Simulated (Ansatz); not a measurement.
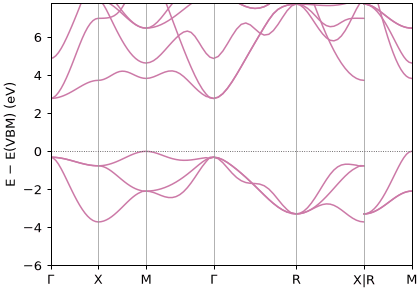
Band structure from plane-wave PAW PBE (Ansatz code)

**Question.** Read off the gap and where the band edges lie.

**Answer.** About 2.8 eV (2.78 eV by a search for the band edges); maximum at M, minimum at Γ.

**Question.** Pick the material that matches.
A) ZnO, Pm-3n (Zn on 6c, O on 6d)
B) CaO, CsCl type
C) BaHfO3, cubic perovskite

**Answer.** B, CaO, CsCl type

Space group Pm-3m (CsCl type). This is a known high-pressure phase of the composition, computed here at zero pressure and temperature. The PBE relaxation kept the symmetry of its start; its stability against distortions is not shown here.

Potentials: the earlier of the program's two PAW sets.
